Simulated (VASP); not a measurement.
# A VASP study of BeAu (LDA): structure first, properties next, part 4 of 5

Aim: relax BeAu, then compute properties on the relaxed cell. The start is a cell from a database of measured crystal structures.

VASP 6.6.1; LDA; plane waves and PAW (Be, Au).

So far. Step 5 (Bands along the symmetry lines (LDA)): There is no gap at this level. Step 6 (Density of states (LDA)): The finer mesh and the other smearing move the Fermi level by -0.04 eV from the 5×5×5 run, a small shift, which tests the Fermi level alone. Of the states within 0.3 eV of the Fermi level, the largest shares in the PAW spheres are Au d 24 %, Au p 22 % and Be p 15 %. The rest lies in smaller channels or between the spheres. The relaxed cell has a = 4.626 Å (conventional setting).

The database entry behind the starting cell is an old determination (1947), so it need not match the best structure at ambient conditions.

### Step 7. Zone-centre phonons (LDA)

Zone-centre modes test whether the atoms sit at a minimum within this cell. IBRION = 8 takes the force constants from linear response, which needs tightly converged orbitals.

Contents of INCAR:

```
SYSTEM = BeAu
PREC = Accurate
ENCUT = 400
EDIFF = 1E-08
NELM = 100
ISMEAR = 1
SIGMA = 0.2
LREAL = .FALSE.
ALGO = Normal
GGA = CA
NBANDS = 34
LASPH = .TRUE.
LORBIT = 11
LWAVE = .FALSE.
LCHARG = .FALSE.
KPAR = 4
IBRION = 8
ISIF = 2
```

Contents of POSCAR:

```
BeAu
1.0
    4.6257473036      0.0000000000      0.0000000000
    0.0000000000      4.6257473036      0.0000000000
    0.0000000000      0.0000000000      4.6257473036
Be Au
4 4
Direct
    0.8454358348      0.8454358348      0.8454358348
    0.6545641652      0.1545641652      0.3454358348
    0.3454358348      0.6545641652      0.1545641652
    0.1545641652      0.3454358348      0.6545641652
    0.1529723067      0.1529723067      0.1529723067
    0.3470276933      0.8470276933      0.6529723067
    0.6529723067      0.3470276933      0.8470276933
    0.8470276933      0.6529723067      0.3470276933
```

Contents of KPOINTS:

```
Automatic mesh
0
Gamma
7 7 7
0 0 0
```

PAW data sets: Be and Au (LDA family, release 64).

The run is started by

```console
> mpirun -np 4 vasp_std
```

The program printed:

```text
[... set-up lines as in an earlier step ...]
 entering main loop
       N       E                     dE             d eps       ncg     rms          rms(c)
DAV:   1     0.228646846990E+03    0.22865E+03   -0.21757E+04  1632   0.117E+03
DAV:   2    -0.334241078279E+02   -0.26207E+03   -0.25228E+03  1768   0.262E+02
DAV:   3    -0.417446432225E+02   -0.83205E+01   -0.82366E+01  2020   0.441E+01
DAV:   4    -0.418121982757E+02   -0.67555E-01   -0.67459E-01  1902   0.417E+00
DAV:   5    -0.418128777702E+02   -0.67949E-03   -0.67877E-03  1996   0.416E-01    0.226E+01
DAV:   6    -0.363898584140E+02    0.54230E+01   -0.23306E+01  1856   0.322E+01    0.123E+01
DAV:   7    -0.362825319469E+02    0.10733E+00   -0.82370E-01  1824   0.565E+00    0.642E+00
DAV:   8    -0.362101435952E+02    0.72388E-01   -0.25156E-02  1942   0.789E-01    0.646E-01
DAV:   9    -0.362077502163E+02    0.23934E-02   -0.49823E-03  1984   0.492E-01    0.115E-01
DAV:  10    -0.362077974501E+02   -0.47234E-04   -0.22464E-04  1850   0.755E-02    0.836E-02
DAV:  11    -0.362077802632E+02    0.17187E-04   -0.20619E-05  1960   0.306E-02    0.441E-03
DAV:  12    -0.362077802875E+02   -0.24261E-07   -0.12109E-06  1924   0.538E-03    0.947E-04
DAV:  13    -0.362077802835E+02    0.39545E-08   -0.17908E-08  1552   0.660E-04
   1 F= -.36207780E+02 E0= -.36205892E+02  d E =-.566402E-02
 Linear response reoptimize wavefunctions to high precision
DAV:   1    -0.362077802832E+02    0.33833E-09   -0.25664E-09  1212   0.283E-04
DAV:   2    -0.362077802832E+02   -0.26375E-10   -0.27310E-10   994   0.959E-05
 Linear response DOF=           2
 Linear response progress:
  Degree of freedom:   1/  2
       N       E                     dE             d eps       ncg     rms          rms(c)
RMM:   1    -0.100708487923E-01   -0.10071E-01    0.76951E-03 31206   0.490E-01
RMM:   2    -0.957828137212E-02    0.49257E-03   -0.32668E-04 18863   0.793E-02    0.770E-02
RMM:   3    -0.947988754657E-02    0.98394E-04   -0.35367E-04 19148   0.723E-02    0.360E-02
RMM:   4    -0.953968075713E-02   -0.59793E-04   -0.92308E-05 19176   0.360E-02    0.992E-03
RMM:   5    -0.956062462313E-02   -0.20944E-04   -0.36624E-06 19486   0.812E-03    0.329E-03
RMM:   6    -0.956542335817E-02   -0.47987E-05   -0.17186E-07 19649   0.211E-03    0.877E-04
RMM:   7    -0.956550629318E-02   -0.82935E-07    0.12677E-08 19849   0.707E-04    0.285E-04
RMM:   8    -0.956505089065E-02    0.45540E-06    0.17335E-08 19909   0.264E-04    0.788E-05
RMM:   9    -0.956504189829E-02    0.89924E-08    0.45829E-09 20127   0.131E-04    0.198E-05
 first order change of Fermi-energy   0.62678E-02
 force on displaced ion       1 direction 1 :  -3.674  -0.974  -0.974
 Linear response progress:
  Degree of freedom:   2/  2
       N       E                     dE             d eps       ncg     rms          rms(c)
RMM:   1    -0.300428471720E+00   -0.30043E+00   -0.28090E-01 19255   0.290E+00
RMM:   2    -0.293068413922E+00    0.73601E-02   -0.37634E-03 17568   0.329E-01    0.160E-01
RMM:   3    -0.292685496025E+00    0.38292E-03   -0.61721E-04 19675   0.112E-01    0.895E-02
RMM:   4    -0.292805548692E+00   -0.12005E-03   -0.42958E-04 19579   0.908E-02    0.228E-02
RMM:   5    -0.292852775303E+00   -0.47227E-04   -0.18209E-05 19765   0.203E-02    0.770E-03
RMM:   6    -0.292848974846E+00    0.38005E-05   -0.60624E-07 20011   0.347E-03    0.206E-03
RMM:   7    -0.292830030342E+00    0.18945E-04   -0.23270E-07 20040   0.184E-03    0.868E-04
RMM:   8    -0.292819979174E+00    0.10051E-04   -0.10305E-07 19977   0.122E-03    0.168E-04
RMM:   9    -0.292818272621E+00    0.17066E-05   -0.42959E-08 20195   0.435E-04    0.398E-05
RMM:  10    -0.292817804224E+00    0.46840E-06   -0.53753E-08 20734   0.246E-04    0.225E-05
RMM:  11    -0.292817645592E+00    0.15863E-06   -0.90769E-08 20932   0.229E-04    0.564E-06
RMM:  12    -0.292817577310E+00    0.68282E-07   -0.99293E-08 21671   0.223E-04    0.296E-06
RMM:  13    -0.292817590219E+00   -0.12909E-07   -0.69714E-08 21902   0.220E-04    0.935E-07
RMM:  14    -0.292817598290E+00   -0.80709E-08   -0.44107E-08 21622   0.219E-04    0.513E-07
 first order change of Fermi-energy  -0.38138E-02
 force on displaced ion       5 direction 1 :  -9.249   0.613   0.613
 Linear response finished
```

It took 2.6 min on 4 MPI ranks of AMD EPYC 9R45, shared host; peak memory 2.9 GiB; 10 min of CPU time.

Parts of OUTCAR (step 7):

```text
   k-points           NKPTS =     24   k-points in BZ     NKDIM =     24   number of bands    NBANDS=     34

   NELECT =      52.0000    total number of electrons

  Total       -0.1143550     -0.1143550     -0.1143550      0.0000000      0.0000000      0.0000000
  in kB       -1.8510580     -1.8510580     -1.8510580      0.0000000      0.0000000      0.0000000
  external PRESSURE =      -1.8510580 kB  Pullay stress =       0.0000000 kB

 POSITION                                       TOTAL-FORCE (eV/Angst)
 -----------------------------------------------------------------------------------
      3.91077      3.91077      3.91077        -0.001856     -0.001856     -0.001856
      3.02785      0.71497      1.59790         0.001856      0.001856     -0.001856
      1.59790      3.02785      0.71497        -0.001856      0.001856      0.001856
      0.71497      1.59790      3.02785         0.001856     -0.001856      0.001856
      0.70761      0.70761      0.70761        -0.006274     -0.006274     -0.006274
      1.60526      3.91814      3.02048         0.006274      0.006274     -0.006274
      3.02048      1.60526      3.91814        -0.006274      0.006274      0.006274
      3.91814      3.02048      1.60526         0.006274     -0.006274      0.006274
 -----------------------------------------------------------------------------------
    total drift:                                0.000000      0.000000     -0.000000

 Eigenvectors and eigenvalues of the dynamical matrix
 ----------------------------------------------------

   1 f  =   12.660954 THz    79.551119 2PiTHz  422.323963 cm-1    52.361474 meV
             X         Y         Z           dx          dy          dz
      3.910773  3.910773  3.910773     0.288643    0.288643    0.288643
      3.027848  0.714975  1.597899    -0.288643   -0.288643    0.288643
      1.597899  3.027848  0.714975     0.288643   -0.288643   -0.288643
      0.714975  1.597899  3.027848    -0.288643    0.288643   -0.288643
      0.707611  0.707611  0.707611    -0.004310   -0.004310   -0.004310
      1.605262  3.918136  3.020485     0.004310    0.004310   -0.004310
      3.020485  1.605262  3.918136    -0.004310    0.004310    0.004310
      3.918136  3.020485  1.605262     0.004310   -0.004310    0.004310

   2 f  =   12.443064 THz    78.182079 2PiTHz  415.055950 cm-1    51.460356 meV
             X         Y         Z           dx          dy          dz
      3.910773  3.910773  3.910773    -0.122968   -0.050568   -0.103958
      3.027848  0.714975  1.597899    -0.142292   -0.069530    0.119679
      1.597899  3.027848  0.714975     0.372489   -0.357266   -0.404917
      0.714975  1.597899  3.027848     0.391813   -0.376228    0.420639
      0.707611  0.707611  0.707611     0.028171    0.057228   -0.056448
      1.605262  3.918136  3.020485     0.026463    0.061207    0.053085
      3.020485  1.605262  3.918136    -0.081560    0.030113    0.006705
      3.918136  3.020485  1.605262    -0.079851    0.034092   -0.010069

   3 f  =   12.443064 THz    78.182079 2PiTHz  415.055950 cm-1    51.460356 meV
             X         Y         Z           dx          dy          dz
      3.910773  3.910773  3.910773    -0.096278   -0.119459   -0.168539
      3.027848  0.714975  1.597899    -0.471371   -0.487534    0.473703
      1.597899  3.027848  0.714975    -0.244574    0.299500    0.242581
      0.714975  1.597899  3.027848     0.130519   -0.068575    0.062583
      0.707611  0.707611  0.707611     0.076842   -0.037022    0.000271
      1.605262  3.918136  3.020485     0.043680    0.040215   -0.065566
      3.020485  1.605262  3.918136    -0.003911    0.000018   -0.085999
      3.918136  3.020485  1.605262     0.029250    0.077255    0.020704

   4 f  =   12.443064 THz    78.182079 2PiTHz  415.055950 cm-1    51.460356 meV
             X         Y         Z           dx          dy          dz
      3.910773  3.910773  3.910773    -0.467085   -0.475112   -0.450940
      3.027848  0.714975  1.597899     0.011005   -0.005967    0.061980
[...]
3.027848  0.714975  1.597899    -0.218362    0.293067    0.158583
      1.597899  3.027848  0.714975    -0.175932   -0.244287    0.160816
      0.714975  1.597899  3.027848    -0.146770    0.309783    0.476180
      0.707611  0.707611  0.707611     0.041718    0.061689   -0.105876
      1.605262  3.918136  3.020485     0.046414   -0.069429   -0.030359
      3.020485  1.605262  3.918136     0.036373    0.058997   -0.030719
      3.918136  3.020485  1.605262     0.031677   -0.072121   -0.105517

   7 f  =    8.870685 THz    55.736157 2PiTHz  295.894200 cm-1    36.686189 meV
             X         Y         Z           dx          dy          dz
      3.910773  3.910773  3.910773     0.401999   -0.412231   -0.018556
      3.027848  0.714975  1.597899     0.394420   -0.268228    0.184111
      1.597899  3.027848  0.714975    -0.205287   -0.421236    0.152548
      0.714975  1.597899  3.027848    -0.197708   -0.277233    0.013008
      0.707611  0.707611  0.707611    -0.092605    0.090042    0.005083
      1.605262  3.918136  3.020485    -0.091384    0.055964   -0.040491
      3.020485  1.605262  3.918136     0.050534    0.091492   -0.035408
      3.918136  3.020485  1.605262     0.049313    0.057415    0.000000

   8 f  =    8.806901 THz    55.335388 2PiTHz  293.766583 cm-1    36.422398 meV
             X         Y         Z           dx          dy          dz
      3.910773  3.910773  3.910773    -0.176322   -0.227382    0.403704
      3.027848  0.714975  1.597899     0.176322    0.227382    0.403704
      1.597899  3.027848  0.714975    -0.176322    0.227382   -0.403704
      0.714975  1.597899  3.027848     0.176322   -0.227382   -0.403704
      0.707611  0.707611  0.707611    -0.024531   -0.028530    0.053061
      1.605262  3.918136  3.020485     0.024531    0.028530    0.053061
      3.020485  1.605262  3.918136    -0.024531    0.028530   -0.053061
      3.918136  3.020485  1.605262     0.024531   -0.028530   -0.053061

   9 f  =    8.806901 THz    55.335388 2PiTHz  293.766583 cm-1    36.422398 meV
             X         Y         Z           dx          dy          dz
      3.910773  3.910773  3.910773    -0.364358    0.334878    0.029480
      3.027848  0.714975  1.597899     0.364358   -0.334878    0.029480
      1.597899  3.027848  0.714975    -0.364358   -0.334878   -0.029480
      0.714975  1.597899  3.027848     0.364358    0.334878   -0.029480
      0.707611  0.707611  0.707611    -0.047107    0.044798    0.002309
      1.605262  3.918136  3.020485     0.047107   -0.044798    0.002309
      3.020485  1.605262  3.918136    -0.047107   -0.044798   -0.002309
      3.918136  3.020485  1.605262     0.047107    0.044798   -0.002309

  10 f  =    8.534547 THz    53.624137 2PiTHz  284.681829 cm-1    35.296032 meV
             X         Y         Z           dx          dy          dz
      3.910773  3.910773  3.910773     0.304079    0.166390   -0.453182
      3.027848  0.714975  1.597899     0.041777    0.316331    0.313764
      1.597899  3.027848  0.714975    -0.361399    0.058547   -0.391534
      0.714975  1.597899  3.027848    -0.099098    0.208489    0.252117
      0.707611  0.707611  0.707611     0.022163   -0.013113   -0.094197
      1.605262  3.918136  3.020485    -0.061948   -0.032467    0.124009
      3.020485  1.605262  3.918136    -0.009906   -0.047694   -0.102155
      3.918136  3.020485  1.605262     0.074205   -0.067049    0.131967

  11 f  =    8.534547 THz    53.624137 2PiTHz  284.681829 cm-1    35.296032 meV
             X         Y         Z           dx          dy          dz
      3.910773  3.910773  3.910773    -0.135632    0.078311    0.121428
      3.027848  0.714975  1.597899     0.480223   -0.273736    0.205910
      1.597899  3.027848  0.714975     0.319122    0.423530   -0.075913
      0.714975  1.597899  3.027848    -0.296733    0.071482    0.403251
    [... 145 further lines ...]
      3.020485  1.605262  3.918136    -0.040114    0.484018   -0.056181
      3.918136  3.020485  1.605262    -0.040174    0.484078   -0.056737

 ELASTIC MODULI CONTR FROM IONIC RELAXATION (kBar)
 Direction    XX          YY          ZZ          XY          YZ          ZX
 --------------------------------------------------------------------------------
 XX        -151.5902     53.8075     53.8075      0.0000     -0.0000      0.0000
 YY          53.8075   -151.5902     53.8075      0.0000     -0.0000      0.0000
 ZZ          53.8075     53.8075   -151.5902     -0.0000     -0.0000      0.0000
 XY           0.0000      0.0000     -0.0000   -163.8271      0.0000      0.0000
 YZ          -0.0000     -0.0000     -0.0000      0.0000   -163.8271     -0.0000
 ZX           0.0000      0.0000      0.0000      0.0000     -0.0000   -163.8271
 --------------------------------------------------------------------------------

[... 8 parts as in an earlier step ...]

[... 2 further parts left out ...]
```

Energies printed during the response cycles are not total energies of the cell.

Numbers from this step:

```
bands                     : 34
pressure of the cell      : -0.1851 GPa
largest force of the cell : 0.01087 eV/Å
Fermi energy              : 9.282 eV
```

Modes at Γ, with each element's share of the kinetic energy:

```
mode  frequency (cm⁻¹)  symmetry  Be %  Au %
   1              -0.1  acoustic     4    96
   2              -0.1  acoustic     4    96
   3              -0.1  acoustic     4    96
   4              71.1         A     0   100
   5             105.1         E     2    98
   6             105.1         E     2    98
   7             105.2         T     6    94
   8             105.2         T     6    94
   9             105.2         T     6    94
  10             128.4         T     4    96
  11             128.4         T     4    96
  12             128.4         T     4    96
  13             284.7         T    93     7
  14             284.7         T    93     7
  15             284.7         T    93     7
  16             293.8         E    98     2
  17             293.8         E    98     2
  18             295.9         T    95     5
  19             295.9         T    95     5
  20             295.9         T    95     5
  21             415.1         T    97     3
  22             415.1         T    97     3
  23             415.1         T    97     3
  24             422.3         A   100     0
```

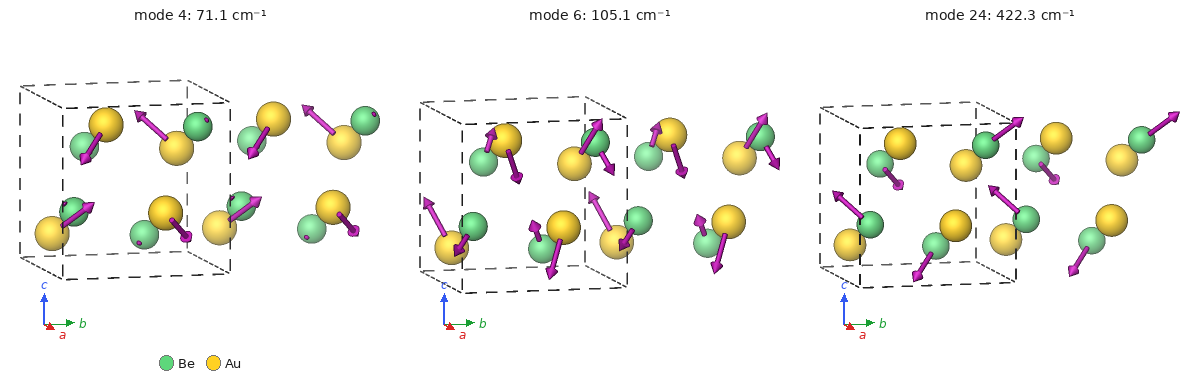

Displacement patterns of modes 4, 6 and 24 at Γ; arrows are exaggerated. 1×2×1 cells are drawn.

The three acoustic modes lie within 0.1 cm⁻¹ of zero, and all others are real. By the characters of their eigenvectors the optical modes sort into (cm⁻¹) Raman active: A 71, E 105, T 105, T 128, T 285, E 294, T 296, T 415, A 422; infrared active: T 105, T 128, T 285, T 296, T 415.

(Continued in part 5 of 5.)

[Lines on the potential files, build, host, timing and source positions are cut from VASP's logs without a mark.]

[Logs are printed without paths, hosts, clocks, repeated set-up lines and the standing remarks that a program may print on its own settings, such as how far it seeks lower states.]

[Hosts, paths, dates, database ids (printed as entryN), source tags and the programs' standing remarks are cut or masked in the printed files.]

[A measured line is paired with the nearest computed mode of its activity, which favours agreement.]
